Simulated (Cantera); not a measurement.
Input: 1 mol AlN, 15 mol H2O, at 0.133 bar.

Method: chemical equilibrium by Gibbs-energy minimisation in Cantera with the NASA 1993 tables (ideal gas, pure condensed phases). Candidate condensed phases: Al, AlN, Al2O3, H2O; 35 gas species. Gases not in the tables: Al(OH)3. The numbers say what is thermodynamically allowed, not how fast it happens.

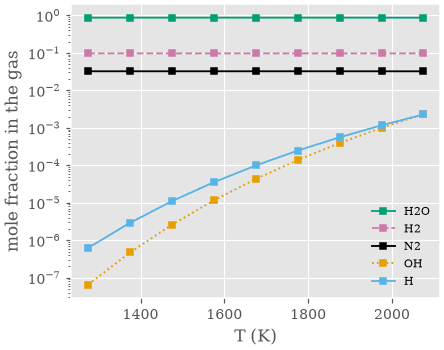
Figure. Equilibrium gas composition (values under 1e-9 drawn at 1e-9)

From 1275 K to 2075 K the condensed part is Al2O3(s).
